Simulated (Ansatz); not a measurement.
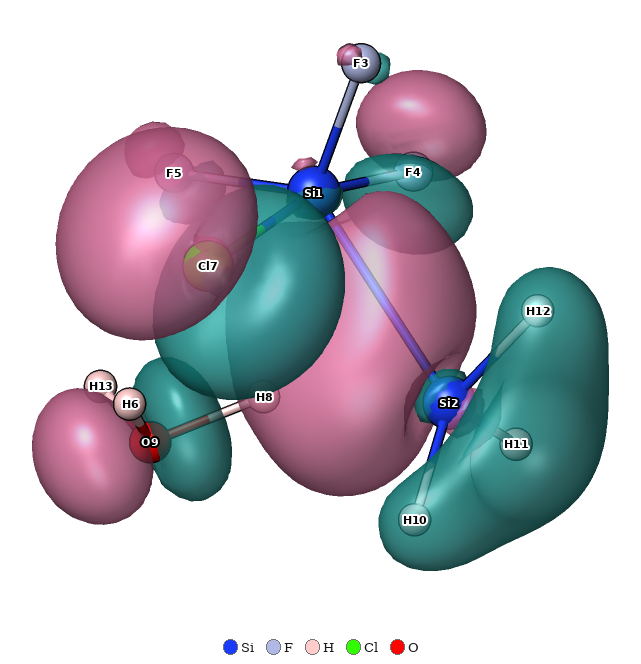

ClF3H3Si2···H3O. One frontier orbital at ±0.08 Å⁻³ᐟ² (teal and pink are the two phases), seen across its widest extent.

A transition-state structure; geometry: PBE0-D4/def2-TZVP.

Method: RKS PBE0-D4/def2-TZVPP in Ansatz.

```xyz
13

Si   -0.6195    1.0777   -0.2948
Si    0.4121   -1.0059   -1.1852
F    -0.5432    2.4257   -1.1263
F    -1.8641    0.4366   -1.1217
F    -1.3656    1.2352    1.1197
H     0.9139   -0.0199    1.8351
Cl    1.3955    1.5580    0.6144
H     0.0353   -0.7029    0.6573
O     0.2924   -0.8050    1.8404
H     1.7248   -1.5305   -0.7299
H    -0.5169   -2.0932   -1.5683
H     0.6430   -0.0847   -2.3334
H    -0.5078   -0.4913    2.2927
```

Which orbital is it: HOMO or LUMO?

The HOMO, at −8.02 eV. Its weight (Hirshfeld) is mainly on Cl7 (about 25 %), Si2 (about 25 %), Si1 (about 15 %), O9 (about 10 %), H8 (about 10 %) and F4 (about 10 %).
